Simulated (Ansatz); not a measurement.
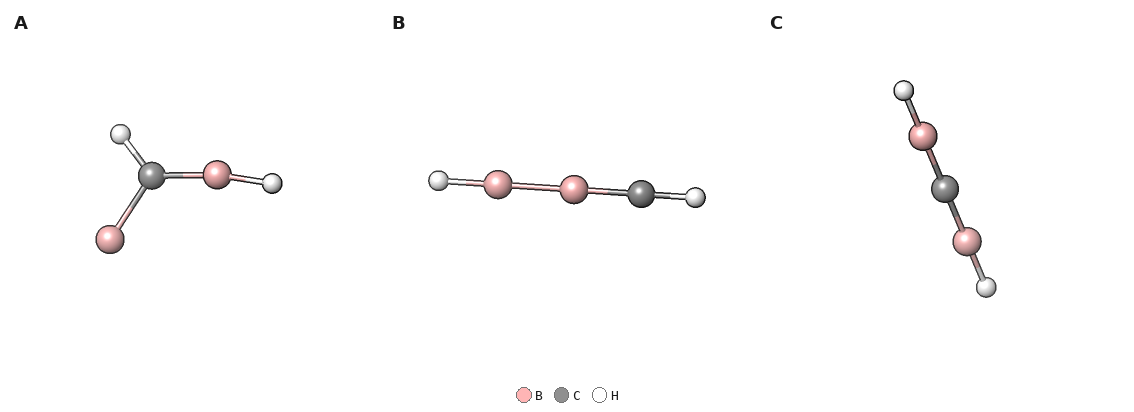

3 stationary structures of one formula. Geometries: PBE-D4/def2-SVP. Electronic energies: PBE-D4/def2-SVP (Ansatz 0.2.0), without zero-point energy. No frequency run is at hand to confirm each as a minimum.

Which structure is the most stable?

Answer. C is lowest (D∞h); B lies 43.3 kcal/mol above it (C∞v), A lies 51.0 kcal/mol above it (Cs).
